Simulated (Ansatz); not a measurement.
# doublet AlGeNH4O+: levels of theory compared

Aim: a comparison of 6 runs (UHF/STO-3G, U-r2SCAN/6-31G*, U-wB97M-V/6-31G*, U-wB97X/6-31G*, UB3LYP/6-31G*, UCCSD/6-31G*) of doublet AlGeNH4O+. 

The results are computed with Ansatz 0.2.0.

128 further runs of the same task are left out: 128 set aside as unsound or not needed.

**1. The structure to begin with**

The species is AlGeNH4O+ (8 atoms), meant as a doublet with charge +1. SMILES of the parent species: `[NH2][GeH]1[O][AlH]1`. The shape is that of a PBE0-D4/def2-TZVP optimisation. This is one conformer, not always the lowest. That shape belongs to the parent species and isn't relaxed for this state.

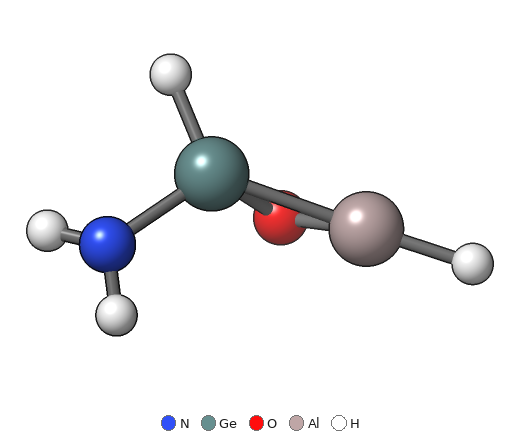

The structure, seen from a chosen angle (nitrogen blue, germanium teal, oxygen red, aluminium light grey, hydrogen white).

**2. A single-point energy at UHF/STO-3G (run 1)**

Input file in.yaml:

```yaml
crystal:
  periodic: [false, false, false]
  atoms:
    - {symbol: N, position_ang: [-1.000700, 1.330400, 0.514400]}
    - {symbol: Ge, position_ang: [0.239100, 0.000100, 0.626900]}
    - {symbol: O, position_ang: [1.177500, -0.346000, -0.983500]}
    - {symbol: Al, position_ang: [0.431500, -1.856900, -0.769100]}
    - {symbol: H, position_ang: [-0.662600, 2.276400, 0.611900]}
    - {symbol: H, position_ang: [-1.682100, 1.271200, -0.226100]}
    - {symbol: H, position_ang: [1.237900, 0.511900, 1.685400]}
    - {symbol: H, position_ang: [0.351700, -3.244100, -1.515600]}
basis:
  gaussian: {orbitals: STO-3G}
total_charge: 1
magnetization: {spin_polarized: true, initial_magnetization: 1}
hamiltonian: {xc: hf}
accuracy: high
output: {orbitals: {seedname: orbitals}}
```

Run with:

```
ansatz run in.yaml --threads 1 --pin off --max-ram 3480MiB --events-out events.jsonl --progress --plain --runs-dir runs
```

Standard output:

```text
Warning: RAYON_NUM_THREADS=1 ignored (pool sized by the plan → 1); use --threads N
Functional definition: HF
  name "HF"
  exchange = exact_x
  correlation = 0
748 factors; integrals over basis functions are off by at most 3.5e-8 eV
mean field evaluation 1: about -65856.7988 eV, gradient 3.1e1 eV
mean field evaluation 2: about -65856.8799 eV, gradient 3.1e1 eV
mean field evaluation 4: about -65865.6689 eV, gradient 4.6e0 eV
mean field evaluation 8: about -65866.4731 eV, gradient 3.4e-1 eV
mean field evaluation 16: about -65866.4727 eV, gradient 1.8e-8 eV
mean field evaluation 32: about -65865.7328 eV, gradient 3.5e-1 eV
mean field evaluation 64: about -65859.4888 eV, gradient 8.6e0 eV
mean field evaluation 96: about -65860.8374 eV, gradient 7.1e0 eV
mean field -65866.47270069 eV, -2420.5482258517 hartree, gradient 1.8e-8 eV, S^2 0.781287; 3 other end points of the search recorded, 0 dependent functions left out
reference -65866.47270069 eV, -2420.5482258517 hartree; 32, 31 occupied and 9, 10 virtual orbitals, 748 factors
Total energy: -65866.47270069 eV, -2420.5482258517 hartree
```

Wall time 1.9 s (1 thread of Arm Neoverse V2, shared host); peak memory 0.13 GiB.

**3. A single-point energy at U-r2SCAN/6-31G(d) (spherical functions) (run 2)**

Input file input.yaml:

```yaml
crystal:
  periodic: [false, false, false]
  atoms:
    - symbol: N
      position_ang: [-1.000700, 1.330400, 0.514400]
    - symbol: Ge
      position_ang: [0.239100, 0.000100, 0.626900]
    - symbol: O
      position_ang: [1.177500, -0.346000, -0.983500]
    - symbol: Al
      position_ang: [0.431500, -1.856900, -0.769100]
    - symbol: H
      position_ang: [-0.662600, 2.276400, 0.611900]
    - symbol: H
      position_ang: [-1.682100, 1.271200, -0.226100]
    - symbol: H
      position_ang: [1.237900, 0.511900, 1.685400]
    - symbol: H
      position_ang: [0.351700, -3.244100, -1.515600]
basis:
  gaussian:
    orbitals: 6-31G_st_-spherical.json
total_charge: 1
magnetization:
  spin_polarized: true
  initial_magnetization: 1
hamiltonian:
  xc: r2scan
accuracy: high
output:
  orbitals: {seedname: orbitals}
```

The basis set 6-31G* is read from a file made from the Basis Set Exchange's data (not shown).

Run with:

```
ansatz run input.yaml --threads 1 --pin off --max-ram 3480MiB --events-out events.jsonl --progress --plain --runs-dir runs
```

Standard output:

```text
Warning: RAYON_NUM_THREADS=1 ignored (pool sized by the plan → 1); use --threads N
Functional definition: r2SCAN
  name "r2SCAN"
  parameter k0 = 0.174
  parameter k1 = 0.065
  parameter a1 = 4.9479
  exchange = r2scan_x(k0 = k0, k1 = k1, a1 = a1)
  correlation = r2scan_c
1868 factors; integrals over basis functions are off by at most 4.7e-9 eV
mean field evaluation 1: about -66670.6737 eV, gradient 8.1e1 eV
mean field evaluation 2: about -66438.7249 eV, gradient 1.7e2 eV
mean field evaluation 4: about -66686.3170 eV, gradient 5.3e1 eV
mean field evaluation 8: about -66698.4432 eV, gradient 1.3e0 eV
mean field evaluation 16: about -66698.4502 eV, gradient 3.6e-3 eV
mean field evaluation 32: about -66697.2046 eV, gradient 6.9e0 eV
mean field -66698.45015640 eV, -2451.1228334145 hartree, gradient 9.7e-8 eV, S^2 0.756296; 3 other end points of the search recorded, 0 dependent functions left out
reference -66698.45016066 eV, -2451.1228335711 hartree; 32, 31 occupied and 54, 55 virtual orbitals, 1868 factors
Total energy: -66698.45016066 eV, -2451.1228335711 hartree
```

Wall time 33 s (1 thread of Arm Neoverse V2, shared host); peak memory 0.46 GiB.

Runs 3 to 5 aren't shown in full; the table further down has their settings and results.

**4. The energy at UCCSD/6-31G(d) (spherical functions) (run 6)**

Input file job.yaml:

```yaml
crystal:
  periodic: [false, false, false]
  atoms:
    - {symbol: N, position_ang: [-1.000700, 1.330400, 0.514400]}
    - {symbol: Ge, position_ang: [0.239100, 0.000100, 0.626900]}
    - {symbol: O, position_ang: [1.177500, -0.346000, -0.983500]}
    - {symbol: Al, position_ang: [0.431500, -1.856900, -0.769100]}
    - {symbol: H, position_ang: [-0.662600, 2.276400, 0.611900]}
    - {symbol: H, position_ang: [-1.682100, 1.271200, -0.226100]}
    - {symbol: H, position_ang: [1.237900, 0.511900, 1.685400]}
    - {symbol: H, position_ang: [0.351700, -3.244100, -1.515600]}
basis:
  gaussian:
    orbitals: 6-31G_st_-spherical.json
total_charge: 1
magnetization:
  spin_polarized: true
  initial_magnetization: 1
correlation:
  method: ccsd
  frozen_orbitals: {Al: 5, Ge: 9, H: 0, "N": 1, O: 1}
accuracy: high
scf:
  omitted_lower_state_checks: [cluster_reference, increment]
```

The basis set 6-31G* is read from a file made from the Basis Set Exchange's data (not shown).

Run with:

```
ansatz run job.yaml --threads 1 --pin off --max-ram 3480MiB --events-out events.jsonl --progress --plain --runs-dir runs
```

Standard output, shortened:

```text
Warning: RAYON_NUM_THREADS=1 ignored (pool sized by the plan → 1); use --threads N
Functional definition: HF
  name "HF"
[...]
1868 factors; integrals over basis functions are off by at most 4.7e-9 eV
[...]
mean field -66623.14377829 eV, -2448.3553750632 hartree, gradient 2.3e-8 eV, S^2 0.788405; 5 other end points of the search recorded, 0 dependent functions left out
16 core orbitals not correlated: weight in the atoms' cores, before any rotation towards them, 1.000 or more for the frozen orbitals, at most 0.000 for the correlated occupied ones
reference -66623.14377829 eV, -2448.3553750632 hartree; 16, 15 occupied and 54, 55 virtual orbitals, 1868 factors
second order -16.85624331 eV of doubles, -0.00000000 eV of singles
cycle   1  -16.62391663 eV  change    2.3e-1 eV  update   1.3e-1
[...]
cycle  32  -17.47097027 eV  change   6.1e-10 eV  update   3.8e-9
Total energy: -66640.61474856 eV, -2448.9974213785 hartree
Checks for a lower state left out: cluster_reference, increment
```

Run time: 69 s. Hardware: 1 thread of Arm Neoverse V2, shared host; peak memory 0.78 GiB.

**5. All runs side by side**

```tsv
run	level	frozen core orbitals	energy (Eh)	HOMO energy (eV)	LUMO energy (eV)	⟨S²⟩	wall time
1	UHF/STO-3G	–	-2420.548226	-13.32	-1.41	0.781	1.9 s
2	U-r2SCAN/6-31G* (spherical functions)	–	-2451.122834	-11.75	-10.86	0.756	33 s
3	U-wB97M-V/6-31G* (spherical functions)	–	-2451.051539	-14.91	-8.31	0.757	3.5 min
4	U-wB97X/6-31G* (spherical functions)	–	-2451.228954	-15.02	-8.25	0.759	96 s
5	UB3LYP/6-31G* (spherical functions)	–	-2451.293172	-12.43	-10.40	0.756	21 s
6	UCCSD/6-31G* (spherical functions)	16	-2448.997421	–	–	0.788	69 s
```

**6. What came out**

| quantity | value |
| --- | --- |
| run 6: total energy | -2448.99742 Eh |
| run 6: correlation energy (16 core orbitals frozen) | -642.0 mEh |
| run 6: ⟨S²⟩ of the reference determinant | 0.788 |
| run 6: T1 diagnostic | 0.029 |

What this shows: Totals of different functionals can't be ranked against each other. In run 1 the basis is minimal, so the values are rough. All runs together took 7.2 min, the longest 3.5 min.
